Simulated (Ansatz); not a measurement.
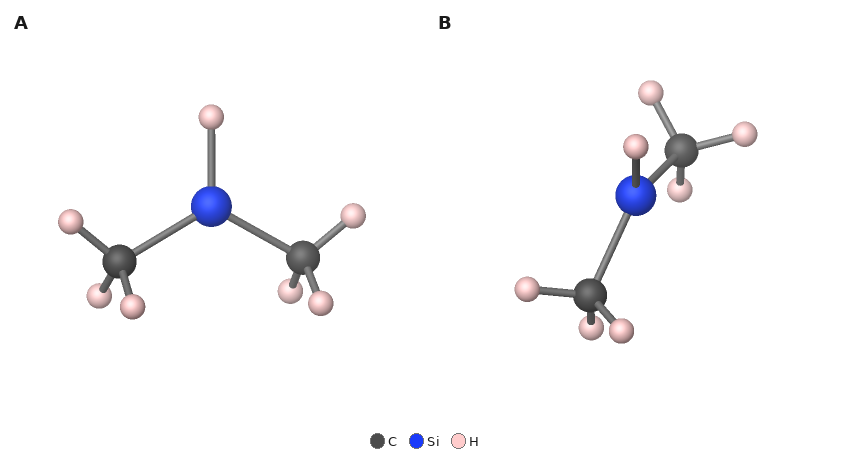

2 stationary structures of one formula. The species has charge +1 and is a spin singlet. Geometries: PBE0-D4/def2-TZVP. Electronic energies: B3LYP-D4/def2-TZVPP (Ansatz 0.2.0), without zero-point energy. No frequency run is at hand to confirm each as a minimum.

Which structure is the most stable?

Answer. B is lowest; A lies 0.5 kcal/mol above it.

Give E(B) − E(A) in kcal/mol at these levels too: r2SCAN-D4/def2-TZVPP; ωB97M-V/def2-TZVPP; B3LYP-D4/def2-TZVPP; RHF-CCSD(T) (frozen core)/def2-TZVPP; PBE-D4/def2-TZVPP; PBE0-D4/def2-TZVP; PBE0-D4/def2-TZVPP.

| level | E(B) − E(A) (kcal/mol) |
| --- | --- |
| r2SCAN-D4/def2-TZVPP | −0.6 |
| ωB97M-V/def2-TZVPP | −0.5 |
| B3LYP-D4/def2-TZVPP | −0.5 |
| RHF-CCSD(T) (frozen core)/def2-TZVPP | −0.5 |
| PBE-D4/def2-TZVPP | −0.6 |
| PBE0-D4/def2-TZVP | −0.5 |
| PBE0-D4/def2-TZVPP | −0.5 |
